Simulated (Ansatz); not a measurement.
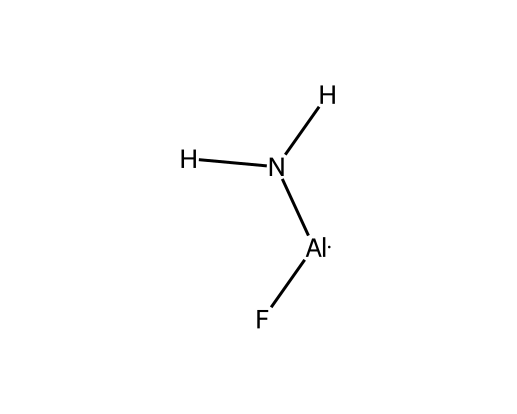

The species is neutral and a spin doublet.

Write the SMILES.

Answer. [NH2][Al][F]

What is the molecular formula?

Answer. AlFH2N.

An optimisation with PBE0-D4/def2-TZVP gave a structure of which point group?

Answer. Cs.

More results for the same structure follow; atom numbers are the same in all pictures, views and colours differ. Computed geometry: PBE0-D4/def2-TZVP optimisation.

## Charges

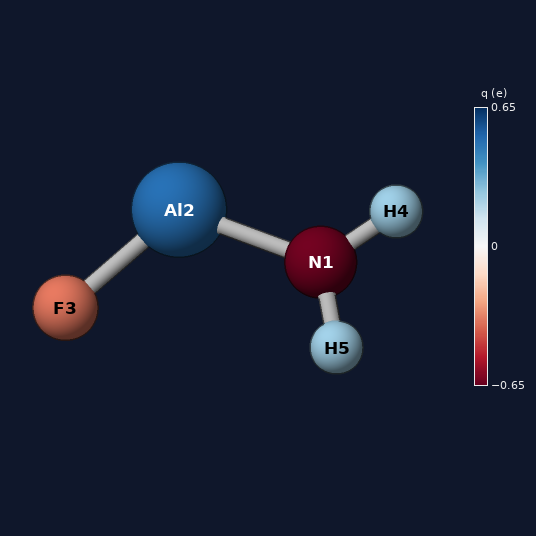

Atoms are coloured by their Mulliken charges. Level of theory: UKS PBE0-D4/def2-TZVP (Ansatz 0.2.0).

Which atom carries the highest charge (most positive or least negative)?

Answer. Al2 (0.50 e).

And the lowest?

Answer. N1 (−0.63 e).

Give the Mulliken charges atom by atom.

```
atom  value (e)
  N1      −0.63
 Al2       0.50
  F3      −0.35
  H4       0.24
  H5       0.24
```

## Electronic properties

Level of theory: UHF-CCSD(T), frozen core/def2-SVP (Ansatz 0.2.0).

What is the ⟨S²⟩ of the determinant?

Answer. 0.752.

Give the T1 diagnostic at this level.

Answer. 0.016.

## Thermal motion

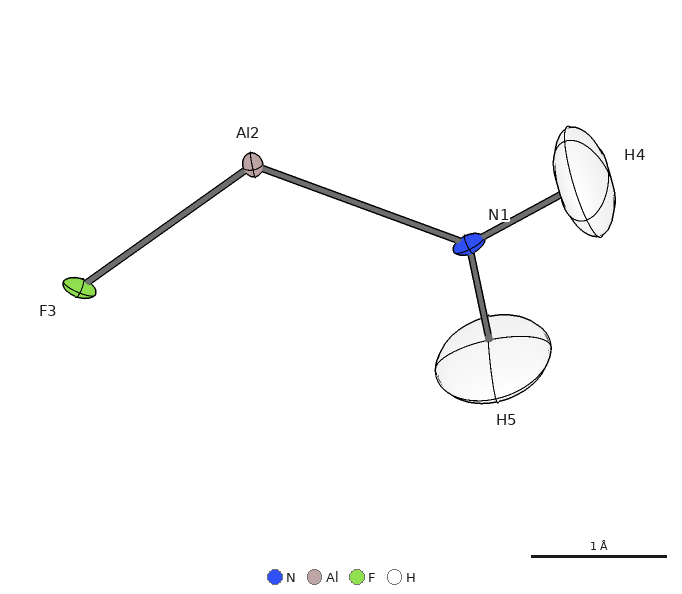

Displacement ellipsoids at the 50 % level, enlarged 1.5 times, from the internal vibrations of the free molecule (harmonic, no overall translation or rotation; no half-axis is drawn under 0.075 Å). Vibrations computed with UKS PBE0-D4/def2-TZVP (Ansatz 0.2.0). Temperature: 298 K.

Give the displacement parameters, one line for each set of equivalent atoms.

```
atom  U_eq (Å²)   rms amplitudes (Å)
  N1     0.0017  0.027, 0.033, 0.056
 Al2    0.00082  0.012, 0.019, 0.044
  F3     0.0013  0.011, 0.025, 0.057
  H4     0.0309  0.083, 0.163, 0.243
  H5     0.0351  0.072, 0.190, 0.253
```

Mulliken values depend strongly on the basis set and can even reverse the polarity of a bond.
